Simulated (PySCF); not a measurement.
C6H11FOSi (SMILES F/C=C\O[SiH2]CC1CC1)

Input file:

```
{"job": {"kind": "nmr", "xc": "PBE0", "basis": "pcSseg-1"}, "charge": 0, "multiplicity": 1}
F      3.585234     1.294671     0.589444
C      4.036561     0.110642     0.123201
C      3.262568    -0.753834    -0.517100
O      1.971956    -0.642786    -0.811896
Si     0.772999     0.473223    -0.731990
C     -0.540627    -0.279512     0.418506
C     -1.863134     0.435023     0.301792
C     -2.791903     0.092993    -0.821232
C     -3.143948    -0.289767     0.586046
H      5.080596    -0.048004     0.331660
H      3.703712    -1.685869    -0.851196
H      0.327395     0.510935    -2.124995
H      1.182172     1.795152    -0.271251
H     -0.207078    -0.243879     1.459661
H     -0.684307    -1.334366     0.174566
H     -1.818657     1.477662     0.592583
H     -3.352569     0.883916    -1.295625
H     -2.493618    -0.692238    -1.499126
H     -3.945292     0.240457     1.078284
H     -3.087206    -1.333740     0.855936
```

Run with:

```sh
OMP_NUM_THREADS=1 python probes_run.py task.json out
```

Geometry: GFN2-xTB.

Level of theory: PySCF, PBE0/pcSseg-1, SCF density, gas phase, non-relativistic.

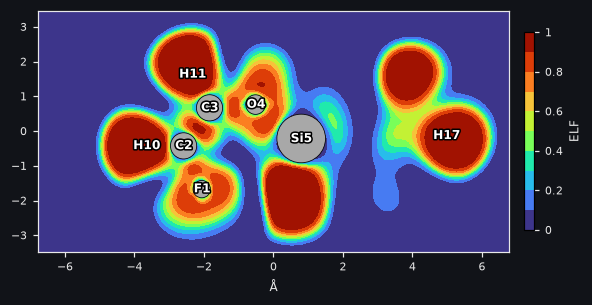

Figure 1. Electron localisation function on the plane of atoms C3, C2 and H10. Grey discs cover the atomic cores.

> What do the fields say about this system?

The plane passes through F, C, O, Si and H nuclei. C–C (1.33 Å): the ELF peaks at about 0.90 between the atoms: a short, multiple covalent bond. C–O (1.33 Å): the ELF peaks at about 0.90 between the atoms: a polar covalent bond. C–F (1.35 Å): the ELF peaks at about 0.85 between the atoms; a shared but strongly polarised pair. Si–O (1.64 Å): the ELF peaks at about 0.85 between the atoms (a polar covalent bond). C–H (1.08 Å): the ELF climbs to about 1 towards the hydrogen, as it does in any bond to H (an ordinary covalent bond to hydrogen). The ELF also peaks beside F1 and O4, away from the bonds: lone-pair regions.

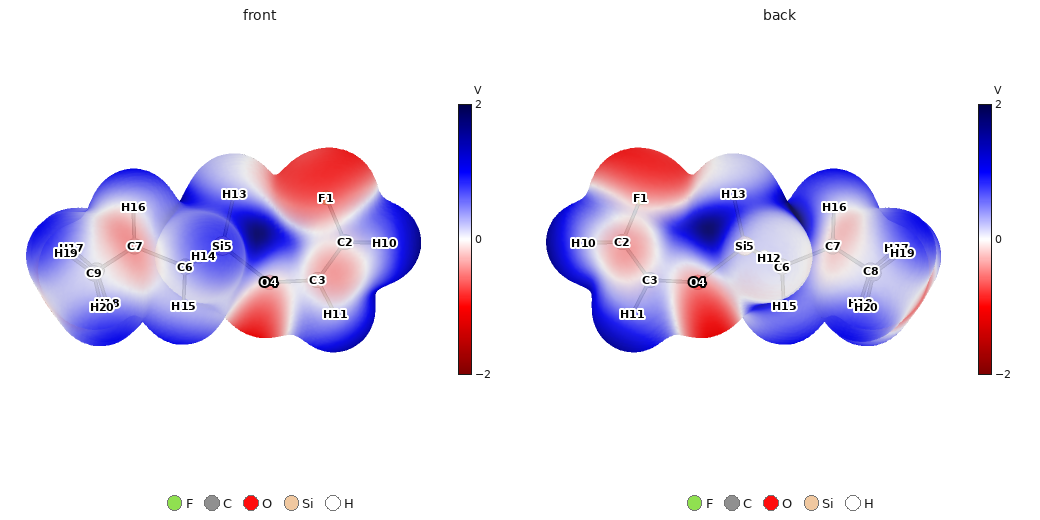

Figure 2. The electrostatic potential painted on the density surface at 0.004 e/bohr³, seen from the front and from behind; red is negative and blue positive.

> Where is the surface potential most negative and most positive?

The most negative region (about −1.0 V) lies over O4, the most positive (about +1.8 V) over Si5. O4 is the likeliest acceptor of a hydrogen bond.
